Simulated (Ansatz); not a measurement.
# C₂H₂GeN₂: what the fields show

The calculation's input:

```
crystal:
  periodic: [false, false, false]
  atoms:
    - {symbol: Ge, position_ang: [-0.498186, 0.013607, -0.356473]}
    - {symbol: C, position_ang: [-0.453279, -0.013593, 1.558378]}
    - {symbol: N, position_ang: [-0.467219, -0.022997, 2.722258]}
    - {symbol: C, position_ang: [1.326944, -0.014216, -0.937525]}
    - {symbol: N, position_ang: [2.426037, -0.030344, -1.320432]}
    - {symbol: H, position_ang: [-1.141794, 1.314908, -0.814510]}
    - {symbol: H, position_ang: [-1.192504, -1.247365, -0.851707]}
basis:
  gaussian: {orbitals: def2-TZVP, initial_orbitals: start.molden}
hamiltonian: {xc: pbe0, dispersion: d4}
scf: {omitted_lower_state_checks: [starts]}
output: {forces: true, orbitals: {seedname: orbitals}}
```

Command:

```sh
ansatz run in.yaml --threads 2 --pin off --events-out ev --progress --plain --max-ram 4352MiB
```

Geometry: r2SCAN-D4/def2-SVP; not at a stationary point (largest force 1.6 eV/Å).

Theory: RKS PBE0-D4/def2-TZVP in Ansatz 0.2.0.

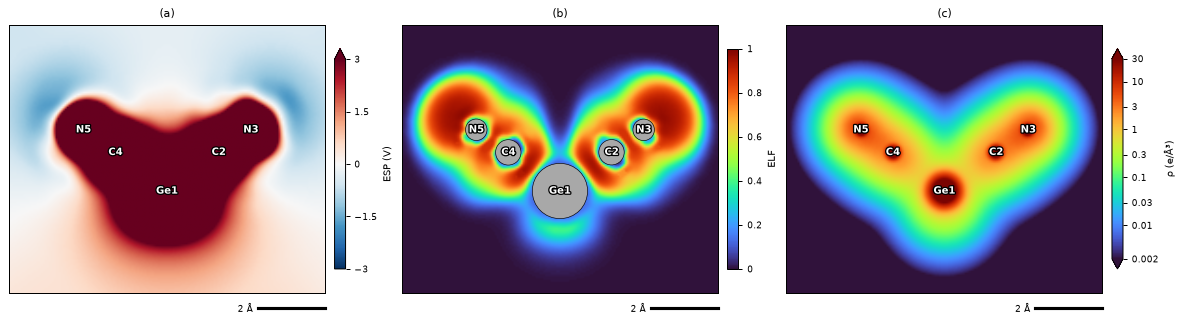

Figure 1. (a) electrostatic potential; (b) electron localisation function; (c) total electron density on the plane of atoms C2, Ge1 and C4. Grey discs cover the atomic cores in the ELF map.

### What does the map show?

- The plane passes through Ge, C and N nuclei.
- C–N (1.16 Å): the density is about 3.6 e/Å³ at the midpoint; the ELF peaks at about 0.90 between the atoms (a short, multiple covalent bond).
- C–Ge (1.92 Å): ρ is about 0.88 e/Å³ halfway; the ELF peaks at about 0.95 in the valence shell of C, 0.7 Å from its nucleus, and is about 0.65 at the midpoint.
- The ELF also peaks beside N3 and N5, away from the bonds: lone-pair regions.
- Outside the dense part of the molecule the potential is most negative (−1.7 V) near N3 and N5.

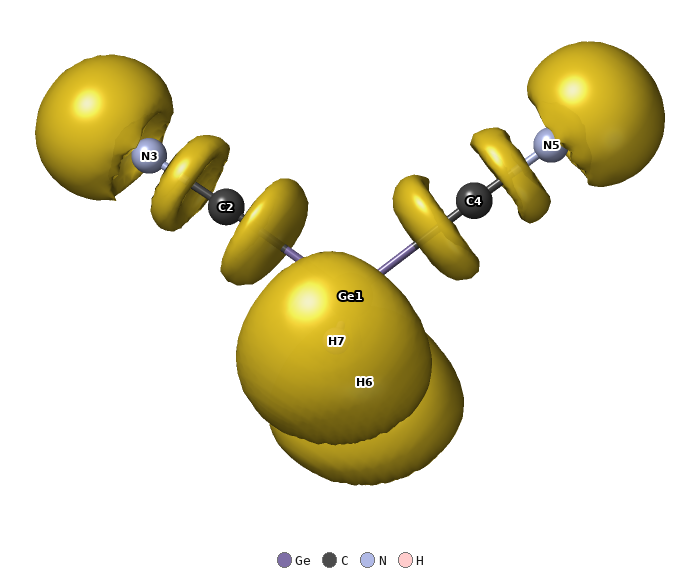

Figure 2. Isosurface of the ELF at 0.8 (yellow), seen at a tilt. Only the valence region is drawn (cores and ρ < 0.01 e/Å³ removed).

### Describe the localisation domains.

The ELF exceeds this value in two regions between bonded C–N atoms (shared pairs), two regions around hydrogen nuclei, two lobes of the valence shell of C pointing towards Ge (polar bonds) and two lobes on N, pointing away from the bonds (lone pairs).

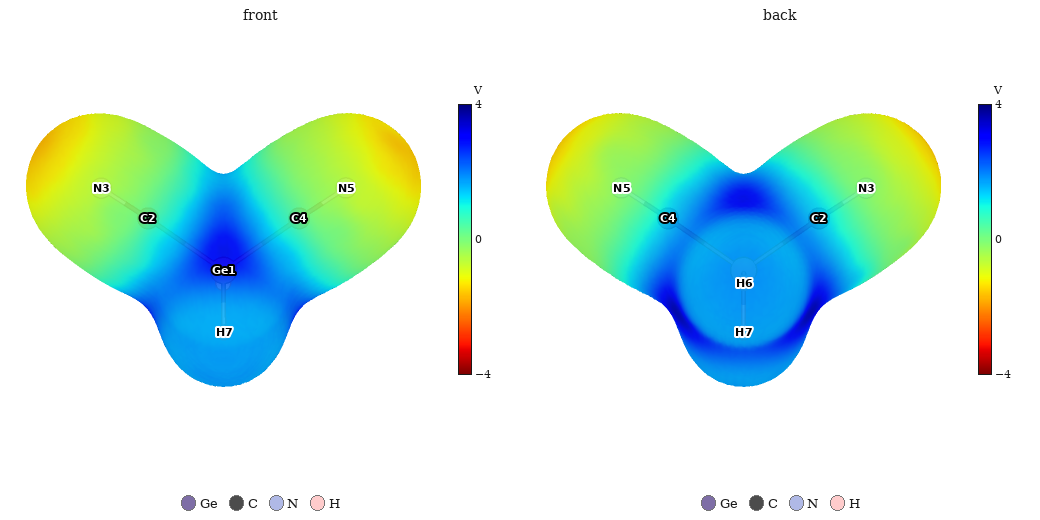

Figure 3. The molecular electrostatic potential painted on the density surface at 0.004 e/bohr³, seen from the front and from behind; the colour scale runs from red (negative) to blue (positive).

### Which sites attract a positive test charge, and which a negative one?

A positive charge is drawn to the negative regions and a negative charge to the positive ones. The most negative region (about −1.6 V) lies over N3 and N5, the most positive (about +3.5 V) over Ge1.
